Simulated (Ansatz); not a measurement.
# BiAs (model cell, started as zinc blende): a soft mode frozen in, part 2 of 2

Aim: this structure of BiAs (model cell, started as zinc blende) is to be tested for unstable modes, and one is followed downhill.

Ansatz 0.2.0; DFT PBEsol, scalar-relativistic, plane waves, PAW.

So far, highest frequency on the path or at a solved wavevector (cm⁻¹): step 2 (response at finite wavevector) 158. Also lowest frequency on the path (cm⁻¹): step 2 -35.7.

The structure was built from a prototype and need not be the compound's stable phase.

## Step 5: Energy along the mode, all amplitudes (two of the runs are shown above)

An imaginary frequency means negative curvature, so the energy should fall and then rise again as anharmonic terms take over.

This step gave:

```yaml
depth_at_the_lowest_point_sampled: 1.022 meV/atom
largest_atomic_shift_at_that_point: 0.22 Å
```

Table of energy from the parent by largest atomic shift:

```
largest atomic shift (Å)  energy from the parent (meV/atom)
                   0.000                                  0
                   0.040                             -0.071
                   0.080                             -0.283
                   0.140                             -0.782
                   0.220                              -1.02
                   0.320                               1.31
                   0.450                               11.7
```

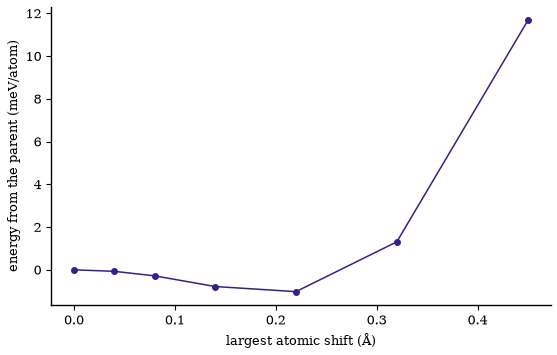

Energy from the parent against largest atomic shift.

Displacement at unit largest shift by atom:

```
atom  x (Å)  y (Å)  z (Å)  size
 Bi1  -0.43   0.00  -0.43  0.62
 Bi2   0.43   0.00   0.43  0.62
 Bi3   0.43   0.00  -0.43  0.62
 Bi4  -0.43   0.00   0.43  0.62
 As5   0.00   0.00   0.00  0.00
 As6   0.00   0.00   0.00  0.00
 As7   0.00  -1.00   0.00  1.00
 As8   0.00   1.00   0.00  1.00
```

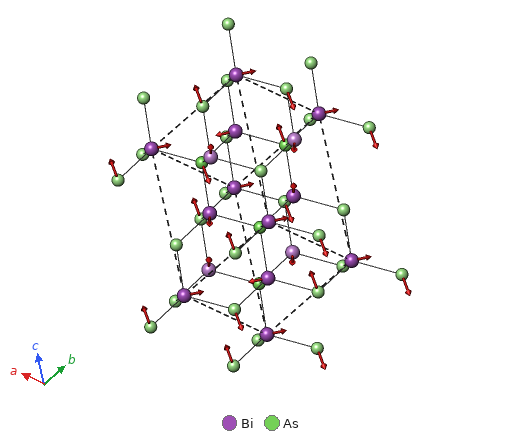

Displacement at unit largest shift as arrows, the longest 1 Å. Some periodic images of atoms are drawn too.

The lowest of the steps tried is at 0.22 Å, 1.02 meV/atom below the parent; the bottom of the well need not coincide with a step.

## Step 6: Relaxing from the distorted cell

Starting from the lowest point found, all atoms and the cell are let go, so that strain and other modes of the same symmetry can join in.

input.yaml reads:

```yaml
crystal:
  lattice:
    - [0.0, 0.0, -6.5984015635]
    - [6.5984015635, 0.0, 0.0]
    - [3.2992007818, -6.5984015635, -3.2992007818]
  atoms:
    - { symbol: Bi, position: [0.5145164143, 0.4854835857, 0.0] }
    - { symbol: Bi, position: [-0.0145164143, 0.0145164143, 0.0] }
    - { symbol: Bi, position: [0.2645164143, 0.7645164143, 0.5] }
    - { symbol: Bi, position: [0.7354835857, 0.2354835857, 0.5] }
    - { symbol: As, position: [0.625, 0.625, 0.25] }
    - { symbol: As, position: [0.125, 0.125, 0.25] }
    - { symbol: As, position: [0.3583292959, 0.8583292959, 0.7833414082] }
    - { symbol: As, position: [0.8916707041, 0.3916707041, 0.7166585918] }
kpoints:
  mp_grid: { grid: [6, 6, 6] }
hamiltonian:
  xc: pbesol
scf:
  occupations: { method: methfessel_paxton, width: 0.15 }
output:
  forces: true
  stress: true
  eigenvalues: true
relax:
  adjacent_minimum: "off"
  f_tol: 0.002
  max_steps: 120
  cell: { stress_tol: 0.03 }
```

Run with:

```console
> ansatz run input.yaml --threads 4 --pin off --max-ram 7168MiB --backend cpu --events-out ev --progress --plain --runs-dir out
```

Numbers of over 12 decimals in the logs are rounded to 6 here.

The program printed:

```text
[...]
Crystal: 8 atoms, lattice volume = 287.287 Å³
Basis set: ecut = 420 eV, 5647 PW (Γ), exchange–correlation on 90×90×120 points (8 copies of the dense FFT grid, shifted against one another)
Bands: 72, of which v1, the nominal top of the filled ones, is band 60 counted from 1 (59 counted from 0)
Symmetry: 8 space group operations
[...]
k-points: 30 of 216 (time reversal used)
[...]
SCF iter   1: F=—  HF=-68217.779922 eV  |F-HF|=—  |Δ(HF+E_count)|=         —  Δρ=1.66e-3  dr2=1.36e-2  ethr=1.77e-3  ⟨swp⟩=6.1  Hψ=8017  notcnv=0
[...]
SCF iter   6: F=-68217.774958 eV  HF=-68217.774958 eV  |F-HF|=7.13e-8  |Δ(HF+E_count)|=   1.53e-7  S|Δr|=    0.00e0  Δρ=3.36e-6  dr2=6.13e-8  ethr=8.33e-11  ⟨swp⟩=9.9  Hψ=10427  notcnv=0
SCF 1 converged in 6 iterations: F = -68217.774958 eV  dr2 = 6.13e-8
[...]
relax step   1: F+E_penalty+E_count = -68217.77495804 eV  Δ(F+E_penalty+E_count) = +0.000e0 eV  max|allowed force component| = 3.411e-2 eV/Å  Δτ_max = 0.0000 Å  P = -0.372 GPa  Ω = 287.287 Å³  (6 SCF iters, dr2 threshold 1.00e-7 eV, accepted)
Crystal: 8 atoms, lattice volume = 282.868 Å³
Basis set: ecut = 420 eV, 5541 PW (Γ), exchange–correlation on 90×90×120 points (8 copies of the dense FFT grid, shifted against one another)
[...]
SCF iter   5: F=-68217.776378 eV  HF=-68217.776378 eV  |F-HF|=7.63e-8  |Δ(HF+E_count)|=   5.04e-7  S|Δr|=    0.00e0  Δρ=4.10e-6  dr2=1.12e-7  ethr=3.05e-10  ⟨swp⟩=7.1  Hψ=9549  notcnv=0
SCF 2 converged in 5 iterations: F = -68217.776378 eV  dr2 = 1.12e-7
relax step   2: F+E_penalty+E_count = -68217.77637776 eV  Δ(F+E_penalty+E_count) = -1.420e-3 eV  max|allowed force component| = 2.657e-2 eV/Å  Δτ_max = 0.0141 Å  P = +0.344 GPa  Ω = 282.868 Å³  energy of the carried Pulay correction = +5.562e-4 eV  (5 SCF iters, dr2 threshold 3.66e-7 eV, accepted)
Crystal: 8 atoms, lattice volume = 284.863 Å³
[...]
SCF iter   5: F=-68217.778912 eV  HF=-68217.778912 eV  |F-HF|=2.08e-8  |Δ(HF+E_count)|=   9.78e-8  S|Δr|=    0.00e0  Δρ=1.82e-6  dr2=2.26e-8  ethr=2.63e-10  ⟨swp⟩=5.8  Hψ=7652  notcnv=0
SCF 3 converged in 5 iterations: F = -68217.778912 eV  dr2 = 2.26e-8
relax step   3: F+E_penalty+E_count = -68217.77891199 eV  Δ(F+E_penalty+E_count) = -2.534e-3 eV  max|allowed force component| = 1.093e-2 eV/Å  Δτ_max = 0.0085 Å  P = -0.002 GPa  Ω = 284.863 Å³  energy of the carried Pulay correction = +3.040e-4 eV  (5 SCF iters, dr2 threshold 3.15e-7 eV, accepted)
[...]
relax step   4: F+E_penalty+E_count = -68217.77908355 eV  Δ(F+E_penalty+E_count) = -1.716e-4 eV  max|allowed force component| = 5.701e-3 eV/Å  Δτ_max = 0.0087 Å  P = +0.007 GPa  Ω = 284.624 Å³  energy of the carried Pulay correction = +3.342e-4 eV  (5 SCF iters, dr2 threshold 7.46e-9 eV, accepted)
[...]
relax step   5: F+E_penalty+E_count = -68217.77912144 eV  Δ(F+E_penalty+E_count) = -3.789e-5 eV  max|allowed force component| = 2.656e-4 eV/Å  Δτ_max = 0.0040 Å  P = -0.000 GPa  Ω = 284.608 Å³  energy of the carried Pulay correction = +3.362e-4 eV  (5 SCF iters, dr2 threshold 2.03e-9 eV, accepted)
Basis set: ecut = 420 eV, 5541 PW (Γ), exchange–correlation on 90×90×108 points (8 copies of the dense FFT grid, shifted against one another)
[...]
SCF iter   5: F=-68217.778791 eV  HF=-68217.778791 eV  |F-HF|=1.46e-11  |Δ(HF+E_count)|=  2.91e-11  S|Δr|=    0.00e0  Δρ=5.12e-8  dr2=3.64e-12  ethr=1.00e-12  ⟨swp⟩=7.9  Hψ=10512  notcnv=0
SCF 6 converged in 5 iterations: F = -68217.778791 eV  dr2 = 3.64e-12
relax step   6: F+E_penalty+E_count = -68217.77879073 eV  Δ(F+E_penalty+E_count) = +3.307e-4 eV  max|allowed force component| = 2.704e-4 eV/Å  Δτ_max = 0.0000 Å  P = -0.000 GPa  Ω = 284.608 Å³  stress off target by 4.63e-3 GPa  SCF on the basis re-selected at this cell (its energy is not comparable with the rows above)  (5 SCF iters)
basis re-selected at this cell: Δ(F+E_penalty+E_count) = +3.307e-4 eV, ΔP = +0.000 GPa vs the last step (what re-selecting the basis moved, of the pressure what is left beyond the Pulay correction that the steps carried, after the strain that the cell walked since its last selection, with what the two solves' SCF thresholds leave and, on support functions, any second-order correction that the steps lacked; it is no measure of the basis error at this ecutwfc). The dense FFT grid was sized anew with the basis: this SCF ran on 45×45×54 points, the steps before it on 45×45×60, so part of this shift can come from that change (see relax.cell in the input reference). [rest of the remark cut]
SCF converged after 5 iterations
[...]
Free energy (F): -68217.778791 eV
[...]
Internal energy: -68217.783156 eV  (E = F + TS)
E sigma→0 (E₀):  -68217.779882 eV
Entropy (-TS):   0.004365 eV (0.546 meV/atom)
Fermi energy:    6.985009 eV
[...]
--- Forces (eV/Å), atoms counted from 1 ---
  atom   1  Bi    -0.00027044    -0.00016278    -0.00027044
  atom   2  Bi     0.00027044    -0.00016278     0.00027044
  atom   3  Bi     0.00027044     0.00016278    -0.00027044
  atom   4  Bi    -0.00027044     0.00016278     0.00027044
  atom   5  As    -0.00000000    -0.00000000     0.00000000
  atom   6  As    -0.00000000    -0.00000000     0.00000000
  atom   7  As    -0.00000000     0.00012218     0.00000000
  atom   8  As     0.00000000    -0.00012218    -0.00000000
  max |Σ_I F_I| component: 3.75e-16 eV/Å
--- Stress (GPa, compression-positive) ---
        0.002027       0.000000       0.000000
        0.000000      -0.004632      -0.000000
        0.000000      -0.000000       0.002027
  P = ⅓ Tr σ = -0.0002 GPa (-0.002 kbar)
--- Band table (eV; the first three rows and the last of 30) ---
  k-point 0: bands = [... 56 lower, 5.4424, 6.3898, 6.4383, 7.4133, 7.4133, 7.8790, 8.2359, 8.2359, ... 8 higher]
  k-point 1: bands = [... 56 lower, 5.6564, 6.3387, 6.5370, 7.1785, 7.1785, 7.5385, 7.6747, 7.8657, ... 8 higher]
  k-point 2: bands = [... 56 lower, 6.1009, 6.3492, 6.5205, 6.6578, 6.6578, 6.8924, 7.0751, 7.3775, ... 8 higher]
  k-point 29: bands = [... 56 lower, 5.1724, 5.2484, 5.8784, 5.9835, 8.5574, 8.9031, 9.0002, 9.0366, ... 8 higher]
--- Relaxed structure (5 steps of the walk, 5 accepted, 1 SCFs on fresh bases) ---
  F+E_penalty+E_count = -68217.77879073 eV   max|allowed force component| = 2.704e-4 eV/Å   (the final SCF, on the basis selected at the relaxed cell)
  cell:  # Å, volume = 284.6076 Å³
    - [2.7189694828712117e-19, 2.496307889025369e-11, -6.588604]
    - [6.588604, 2.4963081476529922e-11, -2.718969482773213e-19]
    - [3.294302, -6.556314, -3.294302]
  atoms:
    - { symbol: Bi, position: [0.514471, 0.485518, 1.093762904403092e-5] }
    - { symbol: Bi, position: [-0.014482, 0.014471, 1.0937629044030905e-5] }
    - { symbol: Bi, position: [0.264482, 0.764482, 0.499989] }
    - { symbol: Bi, position: [0.735529, 0.235529, 0.499989] }
    - { symbol: As, position: [0.625000, 0.625000, 0.250000] }
    - { symbol: As, position: [0.125000, 0.125000, 0.250000] }
    - { symbol: As, position: [0.357028, 0.857028, 0.785945] }
    - { symbol: As, position: [0.892972, 0.392972, 0.714055] }
```

The job ended after 96 s (4 threads of Arm Neoverse V1, shared host; peak memory 0.99 GiB).

Step by step:

```
step  energy less that of the first step (eV)  largest force component (eV/Å)  pressure (GPa)  volume (Å³)
   1                                   0.0000                          0.0341           -0.37       287.29
   2                                  -0.0014                          0.0266            0.34       282.87
   3                                  -0.0040                          0.0109            0.00       284.86
   4                                  -0.0041                          0.0057            0.01       284.62
   5                                  -0.0042                          0.0003            0.00       284.61
  6*                                  -0.0038                          0.0003            0.00       284.61
```

Relaxation steps marked * repeat the geometry before them on a plane-wave basis chosen anew for their cell, so energy and pressure can jump there.

The run keeps the 8 symmetry operations that it works with, so distortions that break them were not tested.

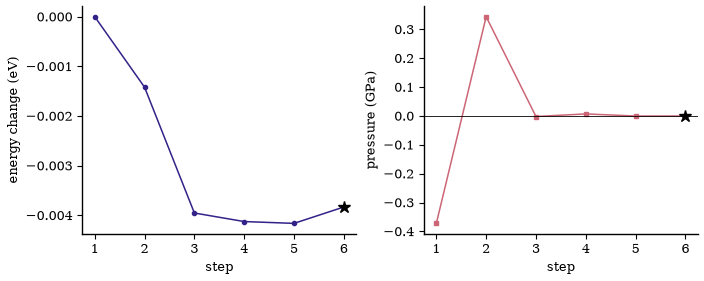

Energy and pressure along the relaxation. Stars mark steps on a basis chosen anew.

```
conventional cell, symmetrised  before   after  change
                         a (Å)   6.598   6.589  -0.1 %
                         b (Å)   6.598   6.589  -0.1 %
                         c (Å)  13.197  13.113  -0.6 %
              volume (Å³/atom)   35.91   35.58  -0.9 %
```

The atoms that moved most (Å, as changes of fractional coordinates times the final cell):

```
atom     dx      dy     dz  length
 As8  0.000   0.017  0.000   0.017
 As7  0.000  -0.017  0.000   0.017
```

This step gave:

* pressure: -1.93e-4 GPa
* volume per atom: 35.58 Å³

The distorted start has space group I-42m; the relaxation ends in I-42m.

## Step 7: The new phase in its own primitive cell

The relaxed structure is symmetrised, reduced to its primitive cell and relaxed tightly, as its phonons need.

input.yaml reads:

```yaml
crystal:
  lattice:
    - [-3.2943018254, 3.2943018254, 6.5563139221]
    - [3.2943018254, -3.2943018254, 6.5563139221]
    - [3.2943018254, 3.2943018254, -6.5563139221]
  atoms:
    - { symbol: Bi, position: [0.1394817563, 0.1394817563, 0.5289525751] }
    - { symbol: Bi, position: [0.6105291813, 0.6105291813, 0.4710474249] }
    - { symbol: Bi, position: [0.3894708187, 0.8605182437, 0.0] }
    - { symbol: Bi, position: [0.8605182437, 0.3894708187, 0.0] }
    - { symbol: As, position: [0.5, 0.0, 0.5] }
    - { symbol: As, position: [0.0, 0.5, 0.5] }
    - { symbol: As, position: [0.7679722578, 0.7679722578, 0.0] }
    - { symbol: As, position: [0.2320277422, 0.2320277422, 0.0] }
kpoints:
  mp_grid: { grid: [8, 8, 8] }
hamiltonian:
  xc: pbesol
scf:
  occupations: { method: methfessel_paxton, width: 0.15 }
output:
  forces: true
  stress: true
  eigenvalues: true
relax:
  adjacent_minimum: "off"
  f_tol: 0.001
  max_steps: 60
  cell: { stress_tol: 0.01 }
```

The program printed:

```text
Engine: ansatz 0.2.0, aarch64-unknown-linux-gnu
Pseudopotentials: kind: paw
Pseudopotential: Bi, paw, valence charge 15, recommended cutoff 420 eV (normal), Bi.paw.azcp
Pseudopotential: As, paw, valence charge 15, recommended cutoff 420 eV (normal), As.paw.azcp
Functional definition: PBEsol
  exchange = pbesol_x
  correlation = pbesol_c
Crystal: 8 atoms, lattice volume = 284.608 Å³
[...]
k-point 0: bands = [... 56 lower, 5.4007, 6.3993, 6.4272, 7.4001, 7.4001, 7.8698, 8.1621, 8.1621, ... 8 higher]
  k-point 1: bands = [... 56 lower, 5.4154, 6.4278, 6.9681, 7.0601, 7.0904, 7.9920, 8.0664, 8.2834, ... 8 higher]
  k-point 2: bands = [... 56 lower, 5.5421, 6.3346, 6.3573, 6.4544, 8.1121, 8.1868, 8.2950, 8.6483, ... 8 higher]
  k-point 58: bands = [... 56 lower, 6.1489, 6.3870, 6.3870, 6.4936, 6.5233, 6.5530, 6.8534, 7.1006, ... 8 higher]
End of that report.
Error: SIGTERM received: cancelled by the caller after 3 completed ionic steps
[key lines of the parts left out:]
Free energy (F): -68217.775372 eV
Fermi energy:    6.967662 eV
P = ⅓ Tr σ = -0.0151 GPa (-0.151 kbar)
```

The job ended after 1.7 min (4 threads; peak memory 1.3 GiB).

The run was cut off at the time limit before the relaxation met all its tests.

The program's message: “cancelled by the caller after 3 completed ionic steps”

## Step 8: The phases reached

The phases reached along the modes that were followed are set side by side.

Energies are those of the first relaxation, on the mesh of the frozen mode; space group, volume and gap are those of the last relaxation. Phases, by row:

```
                   mode frozen in  space group  energy from parent (meV/atom)  volume (Å³/atom)  gap on mesh (eV)  lowest zone-centre optical mode (cm⁻¹)  largest shift (Å)
                           parent        F-43m                              0             35.91                 0                                       –                  –
    q = (0, 0.25, 0.25), 36i cm⁻¹     P6_3/mmc                         -252.4             26.54                 0                                       –              1.199
q = (0.25, -0.5, -0.25), 23i cm⁻¹        I-42m                           -1.5             35.58                 0                                       –              0.236
```

## Step 9: Outcome

| Property | Result |
| --- | --- |
| unstable mode of the parent | q = (0.25, -0.5, -0.25), 23i cm⁻¹ |
| depth at the lowest point sampled | 1.02 meV/atom |
| largest atomic shift at that point | 0.22 Å |
| space group reached (within 0.01 Å) | I-42m |
| energy gained over the parent (first relaxation, on the mesh of the frozen mode) | 1.50 meV/atom |
| volume per atom, phase reached | 35.6 Å³ |

In words: Along this mode the structure falls into I-42m, 1.50 meV/atom below the parent. At the parent's cell the well is 1.022 meV/atom deep on the steps tried, with its lowest point at a shift of 0.22 Å. Relaxing atoms and cell changes the gain by +0.48 meV/atom against the lowest step (energies at zero smearing). The modes of the phase reached were not computed on this path. Of the 2 patterns followed to their end from this parent, this one ends 251 meV/atom above the lowest, P6_3/mmc. Each path keeps the symmetry of its pattern, so a lower phase may lie along a pattern not tried. With no gap, or one that is small against the smearing, the frequencies hang on the k mesh and the smearing, most of all near Kohn anomalies. Spin-orbit coupling is left out, which can matter for the heavy elements here. A phonon run warned that its eigensolver left some bands unconverged in a pass. The starting cell was built on a prototype and not taken from a measurement, so the phase need not exist.

[Logs are printed without paths, hosts, clocks, repeated set-up lines and the standing remarks that a program may print on its own settings, such as how far it seeks lower states.]

[Hosts, paths, dates, database ids (printed as entryN), source tags and the programs' standing remarks are cut or masked in the printed files.]
